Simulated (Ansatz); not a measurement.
## Ge (diamond structure), cut as [112] wire, round, centred on channel, 1.28 nm across

Calculation: PBE (plane waves to 420 eV, PAW; Ansatz, an electronic-structure program).

k-points: Γ-centred 1×1×4 mesh; occupations: Fermi-Dirac, 0.020 eV; spin polarisation not allowed. Spin-orbit coupling is left out.

 The relaxation kept the symmetry of its start, so a lower minimum of less symmetry isn't excluded. The period along the axis is held at the bulk value.

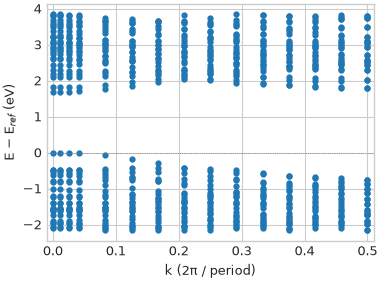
Fig. 1. Levels along the axis at 15 k-points, drawn as points, zero at the top of the valence band

Electronic character: not metallic; Kohn-Sham band gap: 1.69 eV. Only levels within the plotted window are shown.
